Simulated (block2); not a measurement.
# DMRG/ANO-RCC-MB run of [CF3]+ (SMILES F[C+](F)F)

Aim: the vertical ionisation energy of [CF3]+ at DMRG/ANO-RCC-MB, from 2 runs. The job is set up through a Python script.

The results are computed with block2 0.5.4.

3 further runs of the same task are left out: 1 that didn't finish, 2 set aside as unsound or not needed.

## (1) The system as given

The species is [CF3]+ (4 atoms), meant as a singlet with charge +1. As SMILES, `F[C+](F)F`. The coordinates come from a PBE0-D4/def2-TZVP relaxation.

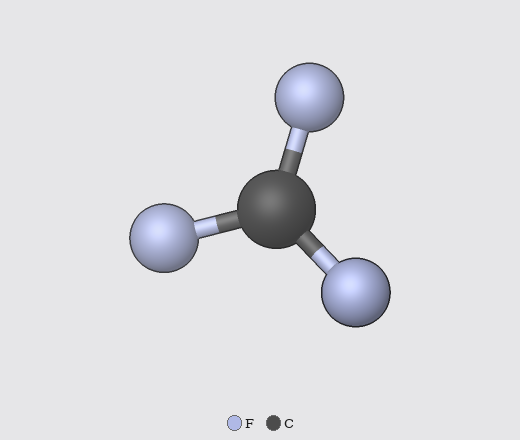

The structure, seen from a chosen angle (fluorine light blue, carbon dark grey).

## (2) A single-point energy at DMRG/ANO-RCC-MB

block2_dmrg.py

```python
import numpy as np
from pyscf import cc, dft, gto, mcscf, mp, scf
from pyblock2._pyscf.ao2mo import integrals as itg
from pyblock2.driver.core import DMRGDriver, SymmetryTypes

mol = gto.M(atom="""
F
C 1 1.229636
F 2 1.229663 1 119.99997
F 2 1.229643 1 119.99607 3 -179.99577
""", basis="ano-rcc-mb", charge=1, verbose=3)
print("basis functions = %d" % (mol.nao))
mf = scf.RHF(mol)
mf.conv_tol = 1e-10
mf.max_cycle = 200
mf.kernel()
if not mf.converged:
    mf = mf.newton().run(mf.mo_coeff, mf.mo_occ)
print(f"E(SCF) = {mf.e_tot:.10f}")
ref = mf
pt = mp.MP2(ref, frozen=4).run()
mycc = cc.CCSD(ref, frozen=4)
mycc.max_cycle = 150
mycc.kernel()
print("E(MP2) = %.10f" % (pt.e_tot))
if mycc.converged:
    print("CCSD total energy = %.10f" % (mycc.e_tot))
    print(f"E(CCSD(T)) = {mycc.e_tot + mycc.ccsd_t():.10f}")
    print(f"T1 = {mycc.get_t1_diagnostic():.4f}")
ks = dft.RKS(mol, xc="m062x").set(conv_tol=1e-9, verbose=3).run()
if ks.converged:
    print("E(M06-2X) = %.8f" % (ks.e_tot))
ks = dft.RKS(mol, xc="tpssh").set(conv_tol=1e-9, verbose=3).run()
if ks.converged:
    print(f"E(TPSSh) = {ks.e_tot:.8f}")
ks = dft.RKS(mol, xc="bhandhlyp").set(conv_tol=1e-9, verbose=3).run()
if ks.converged:
    print(f"E(BHLYP) = {ks.e_tot:.8f}")
occ_no, mo = mcscf.addons.make_natural_orbitals(mp.MP2(mf, frozen=4).run())
mf.mo_coeff = mo
ncas, n_elec, spin, ecore, h1e, g2e, orb_sym = itg.get_rhf_integrals(mf, ncore=4, ncas=16, pg_symm=False, g2e_symm=1)
driver = DMRGDriver(scratch="./tmp", symm_type=SymmetryTypes.SU2, stack_mem=1500 << 20, n_threads=1)
idx = driver.orbital_reordering(h1e, g2e, method="gaopt")
print("orbital order:", idx.tolist())
h1e = h1e[np.ix_(idx, idx)]
g2e = g2e[np.ix_(idx, idx, idx, idx)]
orb_sym = np.array(orb_sym)[idx]
driver.initialize_system(n_sites=ncas, n_elec=n_elec, spin=spin, orb_sym=orb_sym)
mpo = driver.get_qc_mpo(h1e=h1e, g2e=g2e, ecore=ecore, iprint=1)
occs = np.array([1.9] * 12 + [0.1] * 4)[idx]
ket = driver.get_random_mps(tag="GS", bond_dim=25, nroots=1, occs=occs)
bond_dims = [25] * 2 + [50] * 2 + [100] * 4
noises = [0.0001] * 2 + [0.0001] * 2 + [1e-05] * 4 + [0]
thrds = [1e-08] * 8
e = driver.dmrg(mpo, ket, n_sweeps=14, tol=1e-06, bond_dims=bond_dims, noises=noises, thrds=thrds, iprint=1)
ms, dws, es = driver.get_dmrg_results()
print("DW = %.3e" % (dws[-1]))
print(f"total energy = {e:.10f}")
dm1 = driver.get_1pdm(ket)
print("NOONs =", np.round(np.linalg.eigvalsh(dm1)[::-1], 5).tolist())
c_act = mf.mo_coeff[:, 4:20][:, idx]
dm_ao = c_act @ dm1 @ c_act.T + 2 * mf.mo_coeff[:, :4] @ mf.mo_coeff[:, :4].T
print("dipole / D =", np.round(scf.hf.dip_moment(mol, dm_ao, verbose=0), 4).tolist())
print(f"largest bipartite entropy = {max(driver.get_bipartite_entanglement(ket)):.4f}")
```

The run is started by

```bash
$ python block2_dmrg.py
```

Output:

```text
basis functions = 20
converged SCF energy = -335.368604171534
E(SCF) = -335.3686041715
E(RMP2) = -335.491663118523  E_corr = -0.123058946989634
E(SCS-RMP2) = -335.490690043365  E_corr = -0.1220858718312
E(CCSD) = -335.508756250942  E_corr = -0.1401520794084049
E(MP2) = -335.4916631185
CCSD total energy = -335.5087562509
CCSD(T) correction = -0.00982936584016512
E(CCSD(T)) = -335.5185856168
T1 = 0.0169
converged SCF energy = -336.731405058894
E(M06-2X) = -336.73140506
converged SCF energy = -336.843846895291
E(TPSSh) = -336.84384690
converged SCF energy = -336.693537217493
E(BHLYP) = -336.69353722
E(RMP2) = -335.491663118523  E_corr = -0.123058946989634
E(SCS-RMP2) = -335.490690043365  E_corr = -0.1220858718312
orbital order: [14, 15, 13, 10, 11, 6, 3, 5, 4, 0, 2, 1, 12, 9, 7, 8]
integral symmetrize error =  0.0
integral cutoff error =  0.0
mpo terms =      37097

Build MPO | Nsites =    16 | Nterms =      37097 | Algorithm = FastBIP | Cutoff = 1.00e-20
 Site =     0 /    16 .. Mmpo =    14 DW = 0.00e+00 NNZ =       14 SPT = 0.0000 Tmvc = 0.002 T = 0.005
 Site =     1 /    16 .. Mmpo =    50 DW = 0.00e+00 NNZ =       56 SPT = 0.9200 Tmvc = 0.002 T = 0.007
 Site =     2 /    16 .. Mmpo =    76 DW = 0.00e+00 NNZ =      857 SPT = 0.7745 Tmvc = 0.003 T = 0.009
 Site =     3 /    16 .. Mmpo =   106 DW = 0.00e+00 NNZ =     1009 SPT = 0.8748 Tmvc = 0.003 T = 0.010
 Site =     4 /    16 .. Mmpo =   144 DW = 0.00e+00 NNZ =     1514 SPT = 0.9008 Tmvc = 0.003 T = 0.011
 Site =     5 /    16 .. Mmpo =   190 DW = 0.00e+00 NNZ =     2063 SPT = 0.9246 Tmvc = 0.003 T = 0.013
 Site =     6 /    16 .. Mmpo =   244 DW = 0.00e+00 NNZ =     2609 SPT = 0.9437 Tmvc = 0.004 T = 0.013
 Site =     7 /    16 .. Mmpo =   306 DW = 0.00e+00 NNZ =     3121 SPT = 0.9582 Tmvc = 0.004 T = 0.014
 Site =     8 /    16 .. Mmpo =   244 DW = 0.00e+00 NNZ =    15935 SPT = 0.7866 Tmvc = 0.004 T = 0.025
 Site =     9 /    16 .. Mmpo =   190 DW = 0.00e+00 NNZ =     2655 SPT = 0.9427 Tmvc = 0.001 T = 0.008
 Site =    10 /    16 .. Mmpo =   144 DW = 0.00e+00 NNZ =     2097 SPT = 0.9234 Tmvc = 0.001 T = 0.006
 Site =    11 /    16 .. Mmpo =   106 DW = 0.00e+00 NNZ =     1543 SPT = 0.8989 Tmvc = 0.001 T = 0.004
 Site =    12 /    16 .. Mmpo =    76 DW = 0.00e+00 NNZ =      964 SPT = 0.8803 Tmvc = 0.000 T = 0.003
 Site =    13 /    16 .. Mmpo =    50 DW = 0.00e+00 NNZ =      783 SPT = 0.7939 Tmvc = 0.000 T = 0.002
 Site =    14 /    16 .. Mmpo =    14 DW = 0.00e+00 NNZ =       56 SPT = 0.9200 Tmvc = 0.000 T = 0.000
 Site =    15 /    16 .. Mmpo =     1 DW = 0.00e+00 NNZ =       14 SPT = 0.0000 Tmvc = 0.000 T = 0.000
Ttotal =      0.132 Tmvc-total = 0.030 MPO bond dimension =   306 MaxDW = 0.00e+00
NNZ =        35290 SIZE =       352436 SPT = 0.8999

Rank =     0 Ttotal =      0.134 MPO method = FastBipartite bond dimension =     306 NNZ =        35290 SIZE =       352436 SPT = 0.8999

Sweep =    0 | Direction =  forward | Bond dimension =   25 | Noise =  1.00e-04 | Dav threshold =  1.00e-08
Time elapsed =      0.397 | E =    -335.4638958214 | DW = 8.62171e-07

Sweep =    1 | Direction = backward | Bond dimension =   25 | Noise =  1.00e-04 | Dav threshold =  1.00e-08
Time elapsed =      1.016 | E =    -335.4996944424 | DE = -3.58e-02 | DW = 6.02239e-05

Sweep =    2 | Direction =  forward | Bond dimension =   50 | Noise =  1.00e-04 | Dav threshold =  1.00e-08
Time elapsed =      2.188 | E =    -335.5158736801 | DE = -1.62e-02 | DW = 2.25204e-05

Sweep =    3 | Direction = backward | Bond dimension =   50 | Noise =  1.00e-04 | Dav threshold =  1.00e-08
Time elapsed =      3.754 | E =    -335.5174652298 | DE = -1.59e-03 | DW = 6.95202e-05

Sweep =    4 | Direction =  forward | Bond dimension =  100 | Noise =  1.00e-05 | Dav threshold =  1.00e-08
Time elapsed =      6.972 | E =    -335.5188008879 | DE = -1.34e-03 | DW = 3.77084e-06

Sweep =    5 | Direction = backward | Bond dimension =  100 | Noise =  1.00e-05 | Dav threshold =  1.00e-08
Time elapsed =     11.715 | E =    -335.5193184769 | DE = -5.18e-04 | DW = 1.89652e-05

Sweep =    6 | Direction =  forward | Bond dimension =  100 | Noise =  1.00e-05 | Dav threshold =  1.00e-08
Time elapsed =     16.236 | E =    -335.5193421809 | DE = -2.37e-05 | DW = 1.87265e-05

Sweep =    7 | Direction = backward | Bond dimension =  100 | Noise =  1.00e-05 | Dav threshold =  1.00e-08
Time elapsed =     20.575 | E =    -335.5193687932 | DE = -2.66e-05 | DW = 2.02119e-05

Sweep =    8 | Direction =  forward | Bond dimension =  100 | Noise =  0.00e+00 | Dav threshold =  1.00e-07
Time elapsed =     24.508 | E =    -335.5193687806 | DE = 1.26e-08 | DW = 1.85444e-05

DW = 1.854e-05
total energy = -335.5193687806
NOONs = [1.99929, 1.99928, 1.99888, 1.99494, 1.99493, 1.99306, 1.98362, 1.98161, 1.97533, 1.97533, 1.97004, 1.97003, 0.06762, 0.04098, 0.02754, 0.02753]
dipole / D = [5.9061, -0.0, -0.0]
largest bipartite entropy = 0.4053
```

Wall time 39 s (1 thread of Arm Neoverse V1, shared host); peak memory 0.34 GiB.

(Part 1 of 2 ends here.)
